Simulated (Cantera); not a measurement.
Feed: 1 mol Si3N4, 0.93 mol H2, equilibrated at 1130 Torr.

Method: chemical equilibrium by Gibbs-energy minimisation in Cantera with the NASA 1993 tables (ideal gas, pure condensed phases). Candidate condensed phases: Si, Si3N4; 18 gas species. Mutual solubility and eutectic melting of coexisting phases are not modelled. The tables' values for SiN are old estimates; treat these amounts as uncertain. Gases not in the tables: Si2H6 and higher silanes. Equilibrium is a limit: real reactors are often held back by kinetics, nucleation or transport.

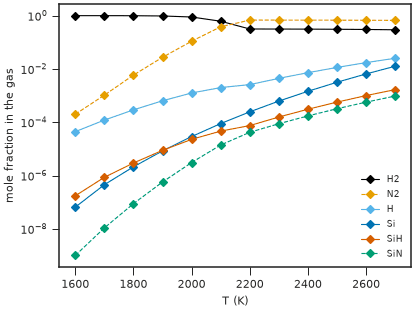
Figure. Equilibrium gas composition (values under 1e-9 drawn at 1e-9)

Question: Read off the mole fractions at 1900 K.

Answer: H2 about 0.97, N2 about 0.027, H about 0.00064, SiH about 8.8e-6, Si about 8.4e-6, SiN about 5.7e-7.
